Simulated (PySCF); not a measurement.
The calculation's input:

```
{"job": {"kind": "uv", "xc": "CAM-B3LYP", "basis": "def2-SVPD", "nstates": 8, "ntriplets": 3}, "charge": 0, "multiplicity": 1}
C      3.226540    -1.134330     0.072680
C      2.470050    -0.232011    -0.172737
Si     1.268571     1.139383    -0.522492
O     -0.192796     0.794711     0.121714
C     -1.013783    -0.291123    -0.124443
C     -2.320008    -0.106938     0.642833
F     -3.152310     0.739684    -0.003614
F     -2.981196    -1.285857     0.737282
H      3.895552    -1.918788     0.285626
H      1.187623     1.273894    -1.980420
H      1.553736     2.345376     0.236047
H     -1.242817    -0.387112    -1.192561
H     -0.544835    -1.221625     0.220602
H     -2.155005     0.284261     1.657317
```

Run with:

```sh
OMP_NUM_THREADS=1 python probes_run.py task.json out
```

Geometry: GFN2-xTB.

Method: CAM-B3LYP/def2-SVPD, SCF density, gas phase (PySCF).

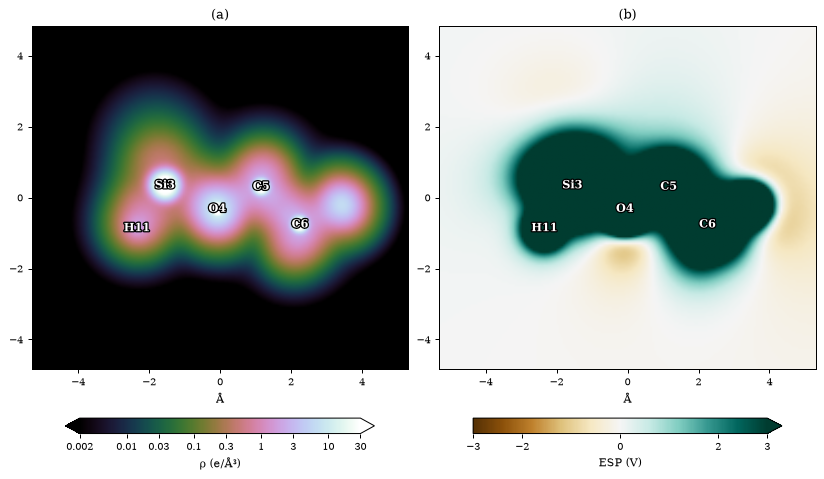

C$_{4}$H$_{6}$F$_{2}$OSi (SMILES C#C[SiH2]OCC(F)F). (a) electron density; (b) electrostatic potential on the plane of atoms O4, C5 and C6.

Q: What does the map show?

A: The section cuts through Si, O, C and H sites. C–O (1.38 Å): ρ is about 2.2 e/Å³ halfway, with its minimum of 1.8 e/Å³ about 0.5 Å from C. Si–O (1.63 Å): ρ at the midpoint is about 1.1 e/Å³. Si–H (1.45 Å): the density is about 0.83 e/Å³ at the midpoint. Outside the dense part of the molecule the potential is most negative (−1.1 V) near O4.
